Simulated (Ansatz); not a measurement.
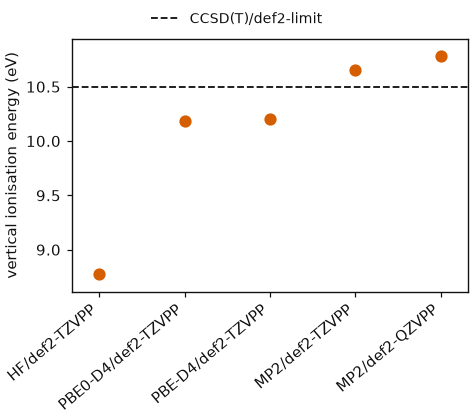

Vertical ionisation energy of CH₃NO, SMILES NC=O, taken as the energy of the cation less that of the neutral at fixed geometry (unrestricted doublet cation, cores frozen in correlated methods, no spin-orbit coupling), the Ansatz code, at a PBE0-D4/def2-TZVP geometry (a minimum by its frequencies). Limit means an estimate of the basis limit from triple and quadruple zeta; for coupled cluster it is either extrapolated directly or built as the MP2 limit plus the step from MP2 in triple zeta. The distance of MP2/def2-TZVPP and MP2/def2-QZVPP to the limit includes basis error.

**What range do the values span, the line included?**

From 8.77 eV (HF/def2-TZVPP) to 10.78 eV (MP2/def2-QZVPP).

**Which level comes closest to the line (CCSD(T)/def2-limit), and which misses most?**

Closest MP2/def2-TZVPP (10.66 eV), against 10.50 eV; farthest HF/def2-TZVPP (8.77 eV).
